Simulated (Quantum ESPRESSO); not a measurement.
# The valence band of H5C3 as photoemission sees it, part 12 of 14

Aim: the valence spectrum of H5C3 from He I to hard X-rays, and which orbitals make each feature.

Quantum ESPRESSO 7.5; DFT, LDA, plane waves, ultrasoft GBRV pseudopotentials, scalar-relativistic (the session's first sound run).

So far. Step 9 (With PBEsol: bands): At this level the gap is 4.45 eV on the path. Step 10 (A coarser DOS mesh: self-consistent run): The run ends at a pressure of -0.69 GPa, with forces up to 0.96 eV/Å.

## Step 13: Other settings: self-consistent run

Against step 2, at the same geometry, the k-mesh changes.

This step: DFT, LDA, plane waves, ultrasoft GBRV pseudopotentials, scalar-relativistic; changed: K_POINTS = [4, 4, 3] (Quantum ESPRESSO 7.5).

Other settings are tried.

scf.in

```
&control
  calculation = 'scf'
  prefix = 'pes'
  outdir = './tmp'
  pseudo_dir = './pp'
  tprnfor = .true.
  tstress = .true.
/
&system
  ibrav = 0
  nat = 32
  ntyp = 2
  ecutwfc = 40.0
  ecutrho = 200.0
  occupations = 'smearing'
  nbnd = 74
  smearing = 'fd'
  degauss = 0.00367
/
&electrons
  conv_thr = 1.9e-07
  mixing_beta = 0.5
  electron_maxstep = 120
/
ATOMIC_SPECIES
C 12.0110 c_lda_v1.2.uspp.F.UPF
H 1.0080 h_lda_v1.4.uspp.F.UPF
CELL_PARAMETERS angstrom
 6.338450000 0.000000000 0.000000000
 3.038824015 5.628896065 0.000000000
 2.452150157 0.255178670 7.080709641
ATOMIC_POSITIONS crystal
C 0.571000000 0.585800000 0.753600000
C 0.429000000 0.414200000 0.246400000
C 0.489800000 0.834800000 0.798000000
C 0.510200000 0.165200000 0.202000000
C 0.687900000 0.914600000 0.684800000
C 0.312100000 0.085400000 0.315200000
C 0.931200000 0.763900000 0.736400000
C 0.068800000 0.236100000 0.263600000
C 0.992300000 0.505800000 0.759200000
C 0.007700000 0.494200000 0.240800000
C 0.830400000 0.425300000 0.765900000
C 0.169600000 0.574700000 0.234100000
H 0.557100000 0.576300000 0.611600000
H 0.442900000 0.423700000 0.388400000
H 0.442800000 0.516100000 0.851800000
H 0.557200000 0.483900000 0.148200000
H 0.311600000 0.956400000 0.770500000
H 0.688400000 0.043600000 0.229500000
H 0.459100000 0.849200000 0.951800000
H 0.540900000 0.150800000 0.048200000
H 0.720200000 0.898400000 0.531800000
H 0.279800000 0.101600000 0.468200000
H 0.623800000 0.105600000 0.701500000
H 0.376200000 0.894400000 0.298500000
H 0.088500000 0.787000000 0.626700000
H 0.911500000 0.213000000 0.373300000
H 0.928500000 0.824400000 0.868000000
H 0.071500000 0.175600000 0.132000000
H 0.183000000 0.377600000 0.771400000
H 0.817000000 0.622400000 0.228600000
H 0.893600000 0.234800000 0.780200000
H 0.106400000 0.765200000 0.219800000
K_POINTS automatic
4 4 3 0 0 0
```

The run is started by

```bash
$ OMP_NUM_THREADS=1 mpirun -n 4 pw.x -nk 4 -in scf.in > scf.out
```

The program printed:

```text
[banner, memory and clock lines left out]
Program PWSCF v.7.5 starts

          URL

     Message from routine setup:
     using ibrav=0 with symmetry is DISCOURAGED, use correct ibrav instead

     G-vector sticks info

     bravais-lattice index     =            0
     lattice parameter (alat)  =      11.9779  a.u.
     unit-cell volume          =    1704.8245 (a.u.)^3
     number of atoms/cell      =           32
     number of atomic types    =            2
     number of electrons       =        68.00
     number of Kohn-Sham states=           74
     kinetic-energy cutoff     =      40.0000  Ry
     charge density cutoff     =     200.0000  Ry
     scf convergence threshold =      1.9E-07
     mixing beta               =       0.5000
     number of iterations used =            8  plain     mixing
     Exchange-correlation=  SLA  PZ   NOGX NOGC
                           (   1   1   0   0   0   0   0)

     celldm(1)=  11.977935  celldm(2)=   0.000000  celldm(3)=   0.000000
     celldm(4)=   0.000000  celldm(5)=   0.000000  celldm(6)=   0.000000

     crystal axes: (cart. coord. in units of alat)
               a(1) = (   1.000000   0.000000   0.000000 )
               a(2) = (   0.479427   0.888056   0.000000 )
               a(3) = (   0.386869   0.040259   1.117104 )

     reciprocal axes: (cart. coord. in units 2 pi/alat)
               b(1) = (  1.000000 -0.539861 -0.326858 )
               b(2) = (  0.000000  1.126056 -0.040581 )
               b(3) = (  0.000000  0.000000  0.895172 )

     PseudoPot. # 1 for C  read from file:
     ./pp/c_lda_v1.2.uspp.F.UPF
     Pseudo is Ultrasoft + core correction, Zval =  4.0
     Generated by new atomic code, or converted to UPF format
     Using radial grid of  721 points,  4 beta functions with:
                l(1) =   0
                l(2) =   0
                l(3) =   1
                l(4) =   1
     Q(r) pseudized with  8 coefficients,  rinner =    1.100   1.100   1.100

     PseudoPot. # 2 for H  read from file:
     ./pp/h_lda_v1.4.uspp.F.UPF
     Pseudo is Ultrasoft, Zval =  1.0
     Generated by new atomic code, or converted to UPF format
     Using radial grid of  615 points,  2 beta functions with:
                l(1) =   0
                l(2) =   0
     Q(r) pseudized with  8 coefficients,  rinner =    0.700

     atomic species   valence    mass     pseudopotential
     C                 4.00    12.01100     C ( 1.00)
     H                 1.00     1.00800     H ( 1.00)

      2 Sym. Ops., with inversion, found

   Cartesian axes

     site n.     atom                  positions (alat units)
         1        C      tau(   1) = (   1.1433929   0.5505620   0.8418498  )
         2        C      tau(   2) = (   0.7229032   0.3777524   0.2752545  )
         3        C      tau(   3) = (   1.1987472   0.7734754   0.8914492  )
         4        C      tau(   4) = (   0.6675489   0.1548391   0.2256551  )
         5        C      tau(   5) = (   1.3913119   0.8397849   0.7649930  )
         6        C      tau(   6) = (   0.4749842   0.0885295   0.3521113  )
         7        C      tau(   7) = (   1.5823247   0.7080323   0.8226356  )
         8        C      tau(   8) = (   0.2839714   0.2202822   0.2944687  )
         9        C      tau(   9) = (   1.5285052   0.4797430   0.8481056  )
        10        C      tau(  10) = (   0.3377909   0.4485714   0.2689987  )
        11        C      tau(  11) = (   1.3306033   0.4085243   0.8555902  )
        12        C      tau(  12) = (   0.5356927   0.5197902   0.2615141  )
        13        H      tau(  13) = (   1.0700029   0.5364088   0.6832210  )
        14        H      tau(  14) = (   0.7962932   0.3919057   0.4338833  )
        15        H      tau(  15) = (   1.0197673   0.4926180   0.9515494  )
        16        H      tau(  16) = (   0.8465287   0.4356965   0.1655549  )
        17        H      tau(  17) = (   1.0682066   0.8803558   0.8607288  )
        18        H      tau(  18) = (   0.7980895   0.0479586   0.2563754  )
        19        H      tau(  19) = (   1.2344514   0.7924552   1.0632599  )
        20        H      tau(  20) = (   0.6318447   0.1358593   0.0538444  )
        21        H      tau(  21) = (   1.3566542   0.8192388   0.5940761  )
        22        H      tau(  22) = (   0.5096419   0.1090756   0.5230282  )
        23        H      tau(  23) = (   0.9458161   0.1220203   0.7836487  )
        24        H      tau(  24) = (   0.9204799   0.8062942   0.3334556  )
        25        H      tau(  25) = (   0.7082599   0.7241300   0.7000893  )
        26        H      tau(  26) = (   1.1580362   0.2041845   0.4170150  )
        27        H      tau(  27) = (   1.6595420   0.7670577   0.9696465  )
        28        H      tau(  28) = (   0.2067541   0.1612567   0.1474578  )
        29        H      tau(  29) = (   0.6624624   0.3663855   0.8617342  )
        30        H      tau(  30) = (   1.2038336   0.5619290   0.2553700  )
        31        H      tau(  31) = (   1.3080047   0.2399254   0.8715648  )
        32        H      tau(  32) = (   0.5582914   0.6883890   0.2455395  )

     number of k points=    26  Fermi-Dirac smearing, width (Ry)=  0.0037
                       cart. coord. in units 2pi/alat
        k(    1) = (   0.0000000   0.0000000   0.0000000), wk =   0.0416667
        k(    2) = (   0.0000000   0.0000000   0.2983905), wk =   0.0833333
        k(    3) = (   0.0000000   0.2815139  -0.0101454), wk =   0.0833333
        k(    4) = (   0.0000000   0.2815139   0.2882452), wk =   0.0833333
        k(    5) = (   0.0000000   0.2815139  -0.3085359), wk =   0.0833333
        k(    6) = (   0.0000000  -0.5630278   0.0202907), wk =   0.0416667
        k(    7) = (   0.0000000  -0.5630278   0.3186812), wk =   0.0833333
        k(    8) = (   0.2500000  -0.1349654  -0.0817146), wk =   0.0833333
        k(    9) = (   0.2500000  -0.1349654   0.2166759), wk =   0.0833333
        k(   10) = (   0.2500000  -0.1349654  -0.3801051), wk =   0.0833333
        k(   11) = (   0.2500000   0.1465485  -0.0918599), wk =   0.0833333
        k(   12) = (   0.2500000   0.1465485   0.2065306), wk =   0.0833333
        k(   13) = (   0.2500000   0.1465485  -0.3902505), wk =   0.0833333
        k(   14) = (   0.2500000  -0.6979932  -0.0614239), wk =   0.0833333
        k(   15) = (   0.2500000  -0.6979932   0.2369667), wk =   0.0833333
        k(   16) = (   0.2500000  -0.6979932  -0.3598144), wk =   0.0833333
        k(   17) = (   0.2500000  -0.4164793  -0.0715692), wk =   0.0833333
        k(   18) = (   0.2500000  -0.4164793   0.2268213), wk =   0.0833333
[...]
total energy              =    -161.42144501 Ry
     estimated scf accuracy    <       0.00000096 Ry

     iteration #  8     ecut=    40.00 Ry     beta= 0.50
     Davidson diagonalization with overlap
     ethr =  1.42E-09,  avg # of iterations =  1.8

     End of self-consistent calculation

          k = 0.0000 0.0000 0.0000 (  7287 PWs)   bands (ev):

   -15.2129 -14.9943 -12.5433 -12.4828 -12.4612 -12.3922  -9.4657  -9.4529
    -9.0483  -8.9395  -7.2437  -7.1062  -6.9689  -6.5953  -5.5095  -4.9878
    -4.7295  -4.6036  -4.1763  -4.1540  -3.8514  -3.6114  -3.5447  -3.3885
    -3.2369  -3.0442  -2.1012  -1.9126  -1.8210  -1.7712  -1.5741  -1.4807
    -0.2438  -0.1995   4.3712   4.8817   4.9145   5.6104   6.0661   6.6546
     6.7446   7.0072   7.1559   7.7111   7.7472   8.2050   8.2481   8.7863
     9.1516   9.2480   9.8331   9.9110  10.2230  10.4810  10.5970  10.6805
    10.8507  11.0293  11.2302  11.6413  11.7600  12.5025  12.7903  13.4552
    13.5408  13.5813  14.0572  14.1433  14.3455  14.8579  14.9577  15.0823
    15.4807  15.6121

          k = 0.0000 0.0000 0.2984 (  7283 PWs)   bands (ev):

   -15.1607 -15.0512 -12.5576 -12.4813 -12.4355 -12.4029  -9.5071  -9.4148
    -9.0226  -8.9654  -7.2735  -7.2016  -6.7575  -6.5964  -5.4894  -5.1498
    -4.7379  -4.5390  -4.1774  -4.1276  -3.7504  -3.6204  -3.5614  -3.3798
    -3.2394  -3.1322  -2.1218  -1.9034  -1.8842  -1.7207  -1.5718  -1.5260
    -0.4884   0.0404   4.4934   4.7909   4.9775   5.2178   6.4471   6.7701
     6.8914   7.1185   7.3259   7.3636   7.6416   8.1979   8.3545   8.5269
     9.3894   9.5436   9.8213  10.0544  10.2188  10.3336  10.6082  10.7123
[...]
15.3389  15.5784

          k = 0.0000 0.2815-0.0101 (  7283 PWs)   bands (ev):

[...]
14.9044  15.0202

          k = 0.0000 0.2815 0.2882 (  7258 PWs)   bands (ev):

[...]
14.9595  15.0785

          k = 0.0000 0.2815-0.3085 (  7287 PWs)   bands (ev):

[...]
14.8313  15.1709

          k = 0.0000-0.5630 0.0203 (  7278 PWs)   bands (ev):

[...]
14.4501  14.8153

          k = 0.0000-0.5630 0.3187 (  7275 PWs)   bands (ev):

[...]
14.2726  14.6004

          k = 0.2500-0.1350-0.0817 (  7284 PWs)   bands (ev):

[...]
14.7955  15.2172

          k = 0.2500-0.1350 0.2167 (  7289 PWs)   bands (ev):

[...]
14.9795  15.2741

          k = 0.2500-0.1350-0.3801 (  7271 PWs)   bands (ev):

[...]
15.0826  15.1689

          k = 0.2500 0.1465-0.0919 (  7290 PWs)   bands (ev):

[...]
15.0670  15.1678

          k = 0.2500 0.1465 0.2065 (  7279 PWs)   bands (ev):

[...]
15.0072  15.1841

          k = 0.2500 0.1465-0.3903 (  7292 PWs)   bands (ev):

[...]
15.0592  15.1605

          k = 0.2500-0.6980-0.0614 (  7312 PWs)   bands (ev):

[...]
14.4591  14.9224

          k = 0.2500-0.6980 0.2370 (  7275 PWs)   bands (ev):

[...]
14.4136  14.5252

          k = 0.2500-0.6980-0.3598 (  7295 PWs)   bands (ev):

[...]
14.3746  14.9901

          k = 0.2500-0.4165-0.0716 (  7282 PWs)   bands (ev):

[...]
14.3608  14.6719

          k = 0.2500-0.4165 0.2268 (  7287 PWs)   bands (ev):

[...]
14.4666  14.5335

          k = 0.2500-0.4165-0.3700 (  7269 PWs)   bands (ev):

[...]
14.6328  14.9230

          k =-0.5000 0.2699 0.1634 (  7280 PWs)   bands (ev):

[...]
14.7869  14.7990

          k =-0.5000 0.2699 0.4618 (  7285 PWs)   bands (ev):

[...]
14.4419  14.7495

          k =-0.5000 0.5514 0.1533 (  7292 PWs)   bands (ev):

[...]
14.6671  14.7310

          k =-0.5000 0.5514 0.4517 (  7291 PWs)   bands (ev):

[...]
14.6009  14.7130

          k =-0.5000 0.5514-0.1451 (  7290 PWs)   bands (ev):

[...]
14.6072  14.6450

          k =-0.5000-0.2931 0.1837 (  7298 PWs)   bands (ev):

[...]
14.7960  14.9763

          k =-0.5000-0.2931 0.4821 (  7294 PWs)   bands (ev):

[...]
-8.8941  -8.7666  -6.8198  -6.6401  -6.5176  -6.4465  -5.2241  -5.0431
    -4.9815  -4.7274  -4.4392  -4.3605  -4.0427  -3.9195  -3.7021  -3.6119
    -3.5032  -3.1902  -2.2910  -2.0811  -2.0330  -1.8188  -1.5459  -1.4801
    -0.2842  -0.1282   4.7640   5.1295   5.5352   5.7738   6.1293   6.6114
     6.9776   7.2311   7.6437   8.0985   8.2418   8.3606   8.6314   8.7456
     9.2911   9.4605   9.5955   9.7965  10.0234  10.3246  10.6048  10.7422
    10.8706  11.8543  11.9137  12.0334  12.1947  12.3745  12.6177  12.7332
    12.7872  12.9816  13.2881  13.5490  13.8147  13.9811  14.2882  14.4788
    14.7764  14.8705

     the Fermi energy is     2.1886 ev

!    total energy              =    -161.42144514 Ry
     estimated scf accuracy    <       0.00000007 Ry
     smearing contrib. (-TS)   =       0.00000000 Ry
     internal energy E=F+TS    =    -161.42144514 Ry

     The total energy is F=E-TS. E is the sum of the following terms:
     one-electron contribution =    -111.41184396 Ry
     hartree contribution      =      77.02492673 Ry
     xc contribution           =     -57.07450204 Ry
     ewald contribution        =     -69.96002587 Ry

     convergence has been achieved in   8 iterations

     Forces acting on atoms (cartesian axes, Ry/au):

     atom    1 type  1   force =    -0.00361873   -0.03068791    0.01243194
     atom    2 type  1   force =     0.00361873    0.03068791   -0.01243194
     atom    3 type  1   force =     0.03474475    0.01294655    0.00551243
     atom    4 type  1   force =    -0.03474475   -0.01294655   -0.00551243
     atom    5 type  1   force =     0.00019448   -0.00059488   -0.00168871
     atom    6 type  1   force =    -0.00019448    0.00059488    0.00168871
     atom    7 type  1   force =     0.00600410   -0.00907068   -0.00646803
     atom    8 type  1   force =    -0.00600410    0.00907068    0.00646803
     atom    9 type  1   force =     0.01006974    0.00593762    0.00382417
     atom   10 type  1   force =    -0.01006974   -0.00593762   -0.00382417
     atom   11 type  1   force =     0.01202117    0.02758655   -0.00774487
     atom   12 type  1   force =    -0.01202117   -0.02758655    0.00774487
     atom   13 type  2   force =    -0.00028901    0.00253613   -0.00665653
     atom   14 type  2   force =     0.00028901   -0.00253613    0.00665653
     atom   15 type  2   force =    -0.00403160   -0.00075023    0.00389284
     atom   16 type  2   force =     0.00403160    0.00075023   -0.00389284
[...]
atom   25 type  2   force =    -0.00515456    0.00001520    0.00215105
     atom   26 type  2   force =     0.00515456   -0.00001520   -0.00215105
     atom   27 type  2   force =    -0.00357470   -0.00173987    0.00079078
     atom   28 type  2   force =     0.00357470    0.00173987   -0.00079078
     atom   29 type  2   force =    -0.01133695    0.00939960    0.00021792
     atom   30 type  2   force =     0.01133695   -0.00939960   -0.00021792
     atom   31 type  2   force =    -0.01152834   -0.02650061    0.00146588
     atom   32 type  2   force =     0.01152834    0.02650061   -0.00146588

     Total force =     0.109680     Total SCF correction =     0.000297

     Computing stress (Cartesian axis) and pressure

          total   stress  (Ry/bohr**3)                   (kbar)     P=       -6.94
  -0.00007332   0.00003598   0.00001112          -10.79        5.29        1.64
   0.00003598   0.00001524  -0.00000660            5.29        2.24       -0.97
   0.00001112  -0.00000660  -0.00008346            1.64       -0.97      -12.28

     XML data file, charge density, pseudopotentials, collected wavefunctions

                                        0.00s GPU  (     308 calls)
```

Run time: 83 s. Hardware: 4 MPI ranks of Arm Neoverse V1, shared host; 5.5 min of CPU time.

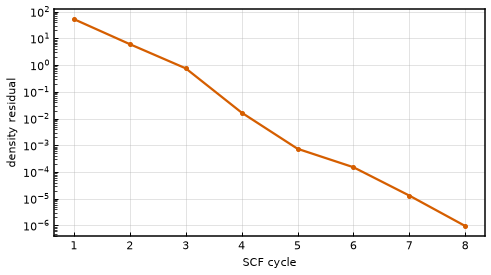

Residual by cycle in this run.

The run finished with changed settings (K_POINTS = [4, 4, 3]); it serves as a test.

(Part 12 of 14 ends here.)

[Logs are printed without paths, hosts, clocks, repeated set-up lines and the standing remarks that a program may print on its own settings, such as how far it seeks lower states.]

[Hosts, paths, dates, database ids (printed as entryN), source tags and the programs' standing remarks are cut or masked in the printed files.]

[Maps of the electrostatic potential energy from Ansatz leave out the sawtooth potential of an applied field or a dipole correction, so their vacuum need not be flat; work functions include it.]

[Peak lists hold at most the 14 tallest peaks of each spectrum; further lines can be left out.]
